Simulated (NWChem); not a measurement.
# C2H8Si (SMILES C[SiH2]C): B3LYP/def2-TZVP

Aim: the electronic atomisation energy of C2H8Si at B3LYP/def2-TZVP, from 4 runs. 

Program for the calculation: NWChem 7.3.0.

**1. The structure to begin with**

C2H8Si: 11 atoms, total charge 0, spin state singlet. SMILES: `C[SiH2]C`. The coordinates come from a PBE0-D4/def2-TZVP relaxation.

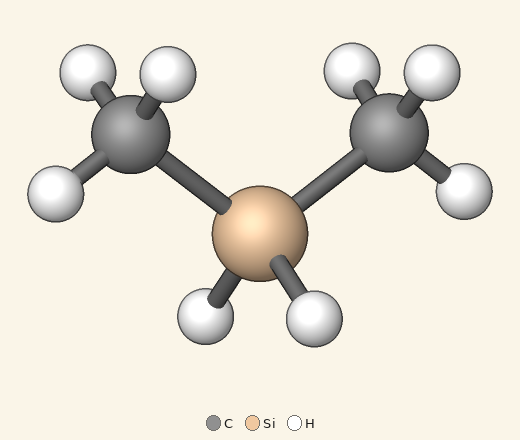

Viewed from a chosen angle; carbon grey, silicon light orange, hydrogen white.

**2. The energy at B3LYP/def2-TZVP (run 1)**

Input file c2h8si.nw:

```
start c2h8si
memory 2200 mb
charge 0
geometry units angstrom noautosym nocenter noautoz
  C       -1.050200       0.967200      -0.661200
  Si      -0.309200      -0.653200      -0.087600
  C        1.346600      -0.392300       0.745700
  H       -2.015800       0.806900      -1.146100
  H       -0.391700       1.464600      -1.377800
  H       -1.204900       1.644900       0.182100
  H       -0.139900      -1.564200      -1.256100
  H       -1.245100      -1.319300       0.863300
  H        2.058200       0.075200       0.060400
  H        1.772600      -1.342000       1.077400
  H        1.244800       0.255200       1.620300
end
basis spherical bse
  * library def2-TZVP
end
dft
  xc b3lyp
  grid coarse
  convergence energy 1e-08
  maxiter 100
  mulliken
  print low
end
task dft energy
```

Command:

```sh
$ nwchem c2h8si.nw > c2h8si.out
```

The log of the run:

```text
[...]
 d= 0,ls=0.0,diis     1   -370.5699706290 -4.85D+02  2.81D-03  5.34D-01     3.8
[...]
 d= 0,ls=0.0,diis     8   -370.6040491145 -1.28D-10  2.46D-07  3.35D-09    25.0
         Total DFT energy =     -370.604049114492
      One electron energy =     -735.457636052253
           Coulomb energy =      285.524178973567
    Exchange-Corr. energy =      -34.829104525404
 Nuclear repulsion energy =      114.158512489598
[...]
      Total Density - Mulliken Population Analysis
     ---------------------------------------------
    Atom       Charge   Shell Charges
 -----------   ------   -------------------------------------------------------
    1 C    6     6.46   0.85  1.12  0.52  0.64  0.12  1.35  1.31  0.52  0.01  0.01  0.00
    2 Si  14    13.66   2.00  0.57  1.39  0.89  0.42  4.13  1.68  0.64  1.29  0.28  0.15  0.17  0.04
    3 C    6     6.46   0.85  1.12  0.52  0.64  0.12  1.35  1.31  0.52  0.01  0.01  0.00
    4 H    1     0.88   0.27  0.48  0.10  0.02
    5 H    1     0.88   0.27  0.48  0.11  0.02
    6 H    1     0.88   0.27  0.48  0.11  0.02
    7 H    1     1.07   0.25  0.54  0.27  0.01
    8 H    1     1.07   0.25  0.54  0.27  0.01
    9 H    1     0.88   0.27  0.48  0.11  0.02
   10 H    1     0.88   0.27  0.48  0.10  0.02
[...]
```

Run time: 26 s. Hardware: 1 thread of Intel Xeon 6975P-C (Granite Rapids), shared host; peak memory 0.12 GiB.

**3. The C atom (run 2)**

Input file run.xyz:

```xyz
1

C      0.000000     0.000000     0.000000
```

Input file run.nw:

```
START run
memory total 2200 mb
GEOMETRY units angstrom noautosym nocenter noautoz
   load run.xyz
END
BASIS spherical bse
   * library def2-TZVP
END
DFT
   xc b3lyp
   mult 3
   grid coarse
   convergence energy 1e-08
   maxiter 100
   mulliken
   print low
END
TASK dft energy
```

Run the same way, it converges to -37.85948 Eh (log not shown).

**4. The H atom at the same level (run 3)**

Input file run.nw:

```
start run
memory total 2200 mb

geometry units bohr noautosym nocenter noautoz
  H    0.00000000   0.00000000   0.00000000
end

basis "ao basis" spherical bse
  * library def2-TZVP
end

dft
  xc b3lyp
  mult 2
  grid coarse
  convergence energy 1e-08
  maxiter 100
  mulliken
  noprint "final vectors analysis"
end

task dft energy
```

Run the same way, it converges to -0.50215 Eh (log not shown).

**5. The Si atom, same level (run 4)**

Input file job.nw:

```
start job
title "Si energy"
memory stack 880 mb heap 220 mb global 1100 mb

geometry units angstroms noautosym nocenter noautoz
 Si     0.000000     0.000000     0.000000
end

basis spherical bse
 * library def2-TZVP
end

dft
 xc b3lyp
 mult 3
 grid coarse
 convergence energy 1e-08
 maxiter 100
 mulliken
 noprint "final vectors analysis"
end

task dft energy
```

Run the same way, it converges to -289.39206 Eh (log not shown).

**6. The series**

| run | level | partner | energy (Eh) | wall time |
| --- | --- | --- | --- | --- |
| 1 | B3LYP/def2-TZVP | base | -370.604049 | 26 s |
| 2 | UB3LYP/def2-TZVP | atoms | -37.859478 | 0.8 s |
| 3 | UB3LYP/def2-TZVP | atoms | -0.502154 | 0.58 s |
| 4 | UB3LYP/def2-TZVP | atoms | -289.392056 | 1.2 s |

**7. What came out**

At B3LYP/def2-TZVP:

| quantity | value |
| --- | --- |
| Si atom: total energy | -289.39206 Eh |
| Si atom: ⟨S²⟩ | 2.004 |
| electronic atomisation energy | 40.159 eV |

**Reading.** Taking the molecule apart into free atoms costs 40.16 eV (3875 kJ/mol), before zero-point energy and without spin-orbit coupling. All runs together took 28 s, the longest 26 s.
